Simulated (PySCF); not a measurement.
**GeF2 (SMILES [F][Ge][F]): CCSD(T)/STO-3G**

Aim: the vertical ionisation energy of GeF2 at CCSD(T)/STO-3G, from 2 runs. The job is set up through a Python script.

The calculation is run with PySCF 2.14.0.

6 further runs of the same task are left out: 6 set aside as unsound or not needed.

## Step 1: Starting point

The species is GeF2 (3 atoms), meant as a singlet with charge 0. SMILES: `[F][Ge][F]`. Geometry: a GFN2-xTB relaxation, a rough one for these elements and not checked as a minimum.

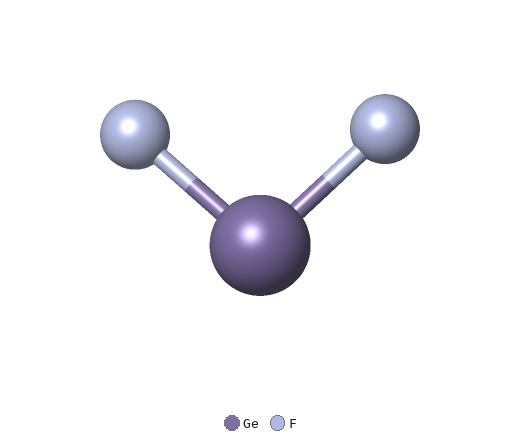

Viewed from a chosen angle; germanium purple, fluorine light blue.

## Step 2: A single-point energy at CCSD(T)/STO-3G

The input, calc.py:

```python
# GeF2
from pyscf import gto, scf, cc

mol = gto.Mole()
mol.atom = [
    ('Ge', (0.004500, -0.007920, -0.812340)),
    ('F', (1.320810, -0.018750, 0.415140)),
    ('F', (-1.325320, 0.026670, 0.397200)),
]
mol.max_memory = 1860
mol.spin = 0
mol.verbose = 4
mol.basis = 'sto-3g'
mol.build()

myscf = scf.RHF(mol)
myscf.conv_tol = 1e-10
myscf.kernel()
if not myscf.converged:
    myscf = myscf.newton().run(myscf.mo_coeff, myscf.mo_occ)

mycc = cc.CCSD(myscf, frozen=11)
mycc.kernel()
e_t = mycc.ccsd_t()
e_tot = mycc.e_tot + e_t
print('E(%s) = %.9f' % ('CCSD(T)', e_tot))
```

On the command line:

```
$ OMP_NUM_THREADS=1 python calc.py
```

Log:

```text
PySCF version 2.14.0

[INPUT] num. atoms = 3
[INPUT] num. electrons = 50
[INPUT] charge = 0
[INPUT] spin (= nelec alpha-beta = 2S) = 0
[INPUT] symmetry False subgroup None
[INPUT] Mole.unit = angstrom
[INPUT] Symbol           X                Y                Z      unit          X                Y                Z       unit  Magmom
[INPUT]  1 Ge     0.004500000000  -0.007920000000  -0.812340000000 AA    0.008503767561  -0.014966630907  -1.535100120029 Bohr   0.0
[INPUT]  2 F      1.320810000000  -0.018750000000   0.415140000000 AA    2.495969162587  -0.035432364836   0.784500903352 Bohr   0.0
[INPUT]  3 F     -1.325320000000   0.026670000000   0.397200000000 AA   -2.504491827409   0.050398995742   0.750599216677 Bohr   0.0

nuclear repulsion = 185.635829658729
number of shells = 14
number of NR pGTOs = 84
number of NR cGTOs = 28
basis = sto-3g
ecp = {}

******** <class 'pyscf.scf.hf.RHF'> ********
method = RHF
initial guess = minao
damping factor = 0
level_shift factor = 0
DIIS = <class 'pyscf.scf.diis.CDIIS'>
diis_start_cycle = 1
diis_space = 8
diis_damp = 0
SCF conv_tol = 1e-10
SCF conv_tol_grad = None
SCF max_cycles = 50
direct_scf = True
direct_scf_tol = 1e-13
Set gradient conv threshold to 1e-05
Initial guess from minao.
init E= -2244.67791704713
  HOMO = -0.574224110143943  LUMO = -0.257433901628258  gap/eV = 8.62030
cycle= 1 E= -2247.71691356017  delta_E= -3.04  |g|= 0.418  |ddm|= 1.97
  HOMO = -0.229749410456854  LUMO = 0.152868078552063  gap/eV = 10.41155
cycle= 2 E= -2247.79694864049  delta_E= -0.08  |g|= 0.139  |ddm|= 0.956
  HOMO = -0.263888912140157  LUMO = 0.178861002337736  gap/eV = 12.04784
cycle= 3 E= -2247.80640467917  delta_E= -0.00946  |g|= 0.0322  |ddm|= 0.236
  HOMO = -0.265426657686407  LUMO = 0.177708332679413  gap/eV = 12.05832
cycle= 4 E= -2247.8074148135  delta_E= -0.00101  |g|= 0.0123  |ddm|= 0.0911
  HOMO = -0.264140583560872  LUMO = 0.17801044838155  gap/eV = 12.03154
cycle= 5 E= -2247.80762956629  delta_E= -0.000215  |g|= 0.00241  |ddm|= 0.0558
  HOMO = -0.263931222207299  LUMO = 0.178113964001335  gap/eV = 12.02866
cycle= 6 E= -2247.80763742601  delta_E= -7.86e-06  |g|= 0.000333  |ddm|= 0.01
  HOMO = -0.263840457965091  LUMO = 0.178116090351773  gap/eV = 12.02625
cycle= 7 E= -2247.80763755572  delta_E= -1.3e-07  |g|= 7.16e-05  |ddm|= 0.00131
  HOMO = -0.263833731452979  LUMO = 0.178120252576949  gap/eV = 12.02618
cycle= 8 E= -2247.80763756036  delta_E= -4.64e-09  |g|= 2.23e-05  |ddm|= 0.000201
  HOMO = -0.263833284086026  LUMO = 0.178120706940576  gap/eV = 12.02618
cycle= 9 E= -2247.80763756081  delta_E= -4.5e-10  |g|= 8.38e-06  |ddm|= 5.6e-05
  HOMO = -0.263832774963364  LUMO = 0.178120663290352  gap/eV = 12.02617
cycle= 10 E= -2247.80763756089  delta_E= -8e-11  |g|= 1.87e-06  |ddm|= 2.99e-05
  HOMO = -0.263832695021403  LUMO = 0.178120688149885  gap/eV = 12.02616
Extra cycle  E= -2247.80763756089  delta_E= -2.73e-12  |g|= 9.73e-07  |ddm|= 3.58e-06
converged SCF energy = -2247.80763756089

******** <class 'pyscf.cc.ccsd.CCSD'> ********
CC2 = 0
CCSD nocc = 14, nmo = 17
frozen orbitals 11
max_cycle = 50
direct = 0
conv_tol = 1e-07
conv_tol_normt = 1e-05
diis_space = 6
diis_start_cycle = 0
diis_start_energy_diff = 1e+09
Init t2, MP2 energy = -2247.88516467011  E_corr(MP2) -0.0775271092236364
Init E_corr(CCSD) = -0.0775271092241905
cycle = 1  E_corr(CCSD) = -0.0787303043601264  dE = -0.00120319514  norm(t1,t2) = 0.0966035
cycle = 2  E_corr(CCSD) = -0.0912815951833721  dE = -0.0125512908  norm(t1,t2) = 0.0399974
cycle = 3  E_corr(CCSD) = -0.0898238722413201  dE = 0.00145772294  norm(t1,t2) = 0.0274639
cycle = 4  E_corr(CCSD) = -0.0923819787718328  dE = -0.00255810653  norm(t1,t2) = 0.00987677
cycle = 5  E_corr(CCSD) = -0.0922565910708461  dE = 0.000125387701  norm(t1,t2) = 0.00227454
cycle = 6  E_corr(CCSD) = -0.0922536870829599  dE = 2.90398789e-06  norm(t1,t2) = 0.000754422
cycle = 7  E_corr(CCSD) = -0.092260771681002  dE = -7.08459804e-06  norm(t1,t2) = 0.000252217
cycle = 8  E_corr(CCSD) = -0.0922541308477254  dE = 6.64083328e-06  norm(t1,t2) = 6.17519e-05
cycle = 9  E_corr(CCSD) = -0.092254316162828  dE = -1.85315103e-07  norm(t1,t2) = 1.86996e-05
cycle = 10  E_corr(CCSD) = -0.0922537703347475  dE = 5.45828081e-07  norm(t1,t2) = 8.69578e-06
cycle = 11  E_corr(CCSD) = -0.0922540827357896  dE = -3.12401042e-07  norm(t1,t2) = 3.33455e-06
cycle = 12  E_corr(CCSD) = -0.0922541675145981  dE = -8.47788085e-08  norm(t1,t2) = 8.80675e-07
CCSD converged
E(CCSD) = -2247.899891728404  E_corr = -0.09225416751459814
CCSD(T) correction = -0.0116861858454501
E(CCSD(T)) = -2247.911577914
```

Wall time 0.42 s (1 thread of AMD EPYC 9R45 (Zen 5), shared host); peak memory 0.1 GiB.

## Step 3: The doublet cation

The input, input.xyz:

```xyz
3
F2Ge
Ge     0.004500    -0.007920    -0.812340
F      1.320810    -0.018750     0.415140
F     -1.325320     0.026670     0.397200
```

The input, calc.py:

```python
from pyscf import gto, cc

system = gto.M(
    atom='input.xyz',
    spin=1,
    basis='sto-3g',
    max_memory=1860,
    verbose=3,
    charge=1,
)

mf = system.UHF()
mf.conv_tol = 1e-10
mf.kernel()
if not mf.converged:
    mf = mf.newton().run(mf.mo_coeff, mf.mo_occ)

mycc = cc.CCSD(mf, frozen=11)
mycc.kernel()
e_t = mycc.ccsd_t()
energy = mycc.e_tot + e_t
print(f'total energy: {energy:.8f} hartree')
```

On the command line:

```
$ OMP_NUM_THREADS=1 python calc.py
```

Log:

```text
converged SCF energy = -2247.5625796479  <S^2> = 0.86514205  2S+1 = 2.1120057
E(UCCSD) = -2247.671753224741  E_corr = -0.1091735768403977
UCCSD(T) correction = -0.0121381316474447
total energy: -2247.68389136 hartree
```

Run time: 0.62 s. Hardware: 1 thread of AMD EPYC 9R45 (Zen 5), shared host; peak memory 0.12 GiB.

## Step 4: Summary of results

Level: CCSD(T)/STO-3G, 11 core orbitals frozen.

| quantity | value |
| --- | --- |
| singlet GeF2: total energy | -2247.91158 Eh |
| singlet GeF2: dipole moment (Hartree–Fock density) | 1.20 D |
| singlet GeF2: HOMO energy (Hartree–Fock orbitals) | -7.18 eV |
| singlet GeF2: LUMO energy (Hartree–Fock orbitals) | 4.85 eV |
| singlet GeF2: HOMO–LUMO gap (Hartree–Fock orbitals) | 12.03 eV |
| singlet GeF2: correlation energy (11 core orbitals frozen) | -103.9 mEh |
| singlet GeF2: (T) correction | -11.69 mEh |
| singlet GeF2: T1 diagnostic | 0.023 |
| doublet cation: total energy | -2247.68389 Eh |
| doublet cation: HOMO energy (Hartree–Fock orbitals) (highest over α and β) | -17.31 eV |
| doublet cation: LUMO energy (Hartree–Fock orbitals) (lowest over α and β) | -6.00 eV |
| doublet cation: correlation energy (11 core orbitals frozen) | -121.3 mEh |
| doublet cation: (T) correction | -12.14 mEh |
| doublet cation: ⟨S²⟩ of the reference determinant | 0.865 |
| doublet cation: T1 diagnostic | 0.035 |
| vertical ionisation energy (to the doublet cation) | 6.196 eV |

What this shows: Removing an electron at fixed nuclei costs 6.20 eV (598 kJ/mol). In a minimal basis such a difference can be off by several eV, whatever the method. The T1 diagnostic (singlet GeF2) of 0.023 is above the customary mark for such species, so a single reference may not serve. Mulliken charges (singlet GeF2) of the mean-field density run from -0.32 on F3 to +0.63 on Ge1. The triples (singlet GeF2) make up 11.2 % of the correlation energy. ⟨S²⟩ (doublet cation) is 0.87 where a pure doublet has 0.75: the reference is spin-contaminated.
